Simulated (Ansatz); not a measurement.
BaF$_{2}$ (fluorite)

```cif
data_Ba4F8
_chemical_formula_sum 'Ba4 F8'
_space_group_name_H-M_alt 'Fm-3m'
_space_group_IT_number 225
_space_group_name_Hall '-F 4 2 3'
_cell_length_a 6.24642
_cell_length_b 6.24642
_cell_length_c 6.24642
_cell_angle_alpha 90.000
_cell_angle_beta 90.000
_cell_angle_gamma 90.000
loop_
_atom_site_label
_atom_site_type_symbol
_atom_site_symmetry_multiplicity
_atom_site_Wyckoff_symbol
_atom_site_fract_x
_atom_site_fract_y
_atom_site_fract_z
_atom_site_occupancy
Ba1 Ba 4 a 0.00000 0.00000 0.00000 1
F1 F 8 c 0.25000 0.25000 0.25000 1
```
(The calculation used a cell of 3 atoms; values per cell refer to that cell.)

Equation-of-state scan: isotropic scaling of the cell above, V₀ being its volume. Symmetry pins the atoms to their sites.

The numbers are results of PBE (plane waves to 420 eV, PAW, scalar-relativistic; Ansatz, an electronic-structure program), not measurements. k mesh 9×9×9 (Γ-centred), Fermi-Dirac smearing 0.05 eV. The energy includes the smearing's −TS. BaF2 was relaxed with its symmetry unable to fall. The zero of ΔE is the relaxed starting cell.

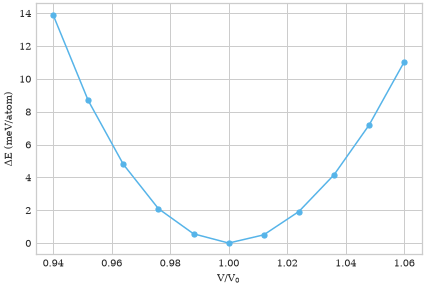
Figure. ΔE (meV/atom) against V/V₀; computed points joined by lines.

Problem. What is ΔE at V/V₀ = 1.060?

Solution. About 11 meV/atom.

Problem. What is ΔE at V/V₀ = 0.940?

Solution. About 14 meV/atom.

Problem. What bulk modulus B₀ follows from a third-order Birch-Murnaghan fit?

Solution. About 54 GPa.

(Under strain, the slope of the energy per volume gives the stress and its curvature an elastic modulus.)
